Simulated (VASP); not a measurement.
Band structure of HfO$_{2}$ (space group P4_2/nmc). Method: PBE GGA, VASP's PBE PAW potentials (set 64) (plane waves; VASP).

The path is coarsely sampled, so an indirect gap can come out somewhat too large. Unless said otherwise, spin-orbit coupling is left out, though it shifts the bands of the heavy elements here.

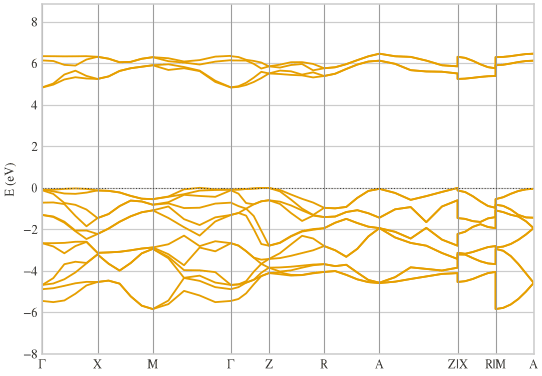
Fig. 1. Bands along high-symmetry lines, zero at the valence-band maximum or, without a gap, the Fermi level

**Question.** Read the plot: is there a gap, and where are the band edges?

**Answer.** The gap is indirect, 4.84 eV, from the valence maximum at M-Γ at 0.60 to the conduction minimum at Γ.

The structure comes from a computed database's HfO2 entry; how it stands against other phases isn't given here. The cell was not relaxed at this level.
